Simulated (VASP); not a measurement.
Band structure of AgBr (space group P2_1/m). Computed with PBEsol GGA, VASP's PBE PAW potentials (set 64) (plane waves; VASP).

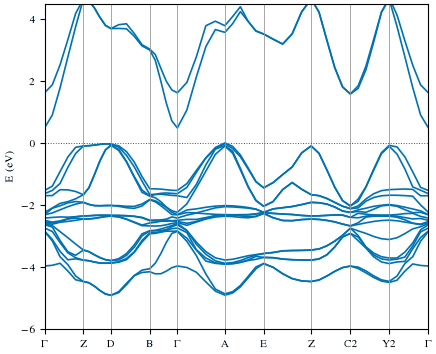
Figure. Bands along high-symmetry lines, zero at the valence-band maximum or, without a gap, the Fermi level

Problem. Read the plot: is there a gap, and where are the band edges?

Solution. The gap is indirect, 0.48 eV, from the valence maximum at A to the conduction minimum at Γ.

The structure comes from a computed database's AgBr entry; how it stands against other phases isn't given here. The cell was not relaxed at this level.
